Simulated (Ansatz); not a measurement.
# Redistribution: CHBrClF + C4H9Cl → CHCl2F + C4H9Br

Species: CHBrClF (bromochlorofluoromethane) `FC(Cl)Br`, singlet; C4H9Cl (2-chloro-2-methylpropane) `CC(C)(C)Cl`, singlet; CHCl2F (dichlorofluoromethane) `FC(Cl)Cl`, singlet; C4H9Br (2-bromo-2-methylpropane) `CC(C)(C)Br`, singlet. The partners trade Br for Cl; both sit on C, so the bond types are kept.

Shapes, held fixed at every level: PBE0-D4/def2-TZVP. Programs: Ansatz 0.2.0. The zero-point and thermal change to 298 K, harmonic and unscaled (PBE0-D4/def2-TZVP), is +0.2 kJ/mol.

**What was measured.** Tabulated heats of formation (Active Thermochemical Tables, CRC Handbook of Chemistry and Physics): CHBrClF -231.8 (ATcT); C4H9Cl -182.2 (CRC); CHCl2F -284.5 (ATcT); C4H9Br -132.4 (CRC) kJ/mol, which give ΔH(298 K) = -2.9 kJ/mol.

```json
{"level": "HF/def2-SVP", "kind": "Hartree–Fock", "ΔH (kJ/mol)": "-6.6", "computed − measured": "-3.7"}
{"level": "r2SCAN-D4/def2-TZVPP", "kind": "meta-GGA", "ΔH (kJ/mol)": "-4.6", "computed − measured": "-1.7"}
{"level": "B3LYP-D4/def2-TZVPP", "kind": "global hybrid", "ΔH (kJ/mol)": "-3.8", "computed − measured": "-0.9"}
{"level": "wB97M-V/def2-TZVPP", "kind": "range-separated hybrid", "ΔH (kJ/mol)": "-4.9", "computed − measured": "-2.0"}
{"level": "wB97X-V/def2-TZVPP", "kind": "range-separated hybrid", "ΔH (kJ/mol)": "-4.5", "computed − measured": "-1.6"}
{"level": "MP2/def2-SVP", "kind": "perturbation theory", "ΔH (kJ/mol)": "-8.4", "computed − measured": "-5.5"}
{"level": "CCSD(T)/def2-TZVPP", "kind": "coupled cluster or CI", "ΔH (kJ/mol)": "-6.6", "computed − measured": "-3.7"}
```

Nearest: B3LYP-D4/def2-TZVPP (-0.9); farthest: MP2/def2-SVP (-5.5). 7 of 7 levels lie within 10 kJ/mol. The heats of C4H9Cl, C4H9Br come from older tables and can be uncertain by 10 kJ/mol or more. Relativity is left out for Br unless named. Correlated rows may include outer-core shells of Br, which these sets cover unevenly.

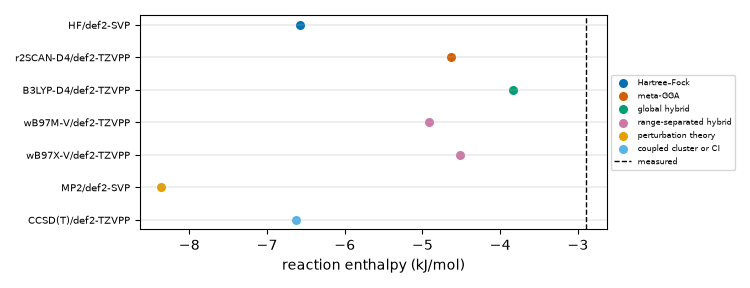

The values of the table, level by level.
